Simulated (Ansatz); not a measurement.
**Cl2FHOZr: density, localisation and related maps**

```csv
atom,x (Å),y (Å),z (Å)
Zr,-0.0890,-0.0550,-0.0600
O,-0.3245,-0.0955,1.8118
H,-0.4366,-0.1256,2.7467
Cl,2.2326,-0.0073,-0.5771
F,-0.9053,1.5169,-0.7396
Cl,-1.1297,-1.9555,-1.0423
```

Core potentials replace the inner electrons of Zr.

These are results of Ansatz, RHF/def2-SVP, not measurements.

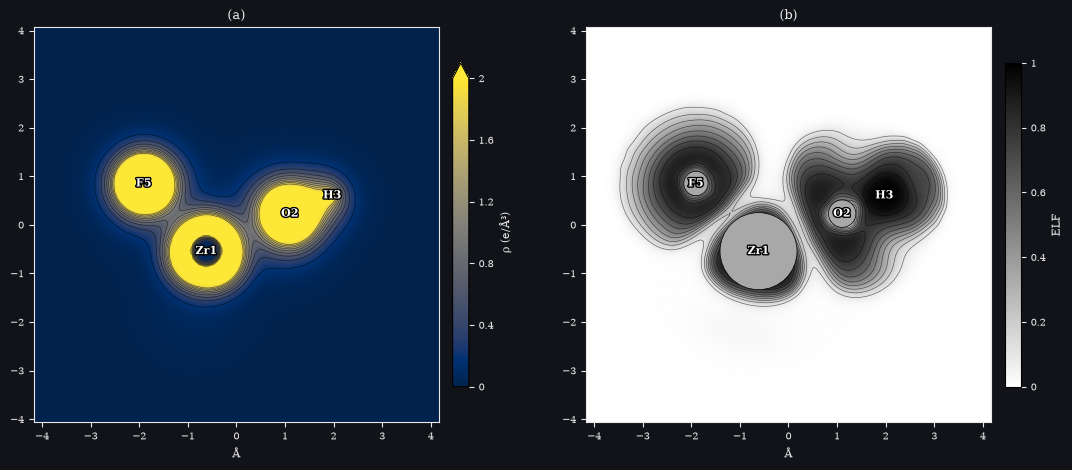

Figure 1. (a) electron density; (b) ELF on the plane of atoms O2, Zr1 and F5. Grey discs cover the atomic cores in the ELF map.

> Describe what can be read from this map.

Atoms in the plane: Zr, O, H and F.
Zr–O (1.89 Å): ρ is about 0.92 e/Å³ halfway; the ELF peaks at about 0.85 in the valence shell of O, 0.5 Å from its nucleus, and drops to about 0.20 between the two atoms.
Zr–F (1.90 Å): ρ is about 0.9 e/Å³ halfway; the ELF peaks at about 0.85 in the valence shell of F, 0.5 Å from its nucleus, and drops to about 0.20 between the two atoms.
O–H (0.94 Å): the density is about 3.9 e/Å³ at the midpoint; the ELF climbs to about 1 towards the hydrogen, as it does in any bond to H: an ordinary covalent bond to hydrogen.

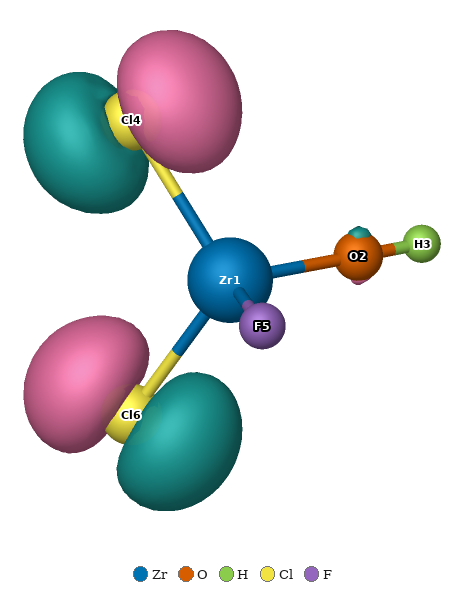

Figure 2. The HOMO at ±0.15 Å⁻³ᐟ² (teal and pink are the two phases), seen at a tilt.

> Where does this orbital lie, and at what energy?

By Hirshfeld shares it lies mainly on Cl4 (about 45 %) and Cl6 (about 45 %); largely a combination of lone pairs on Cl4 and Cl6. Its energy is −12.58 eV.
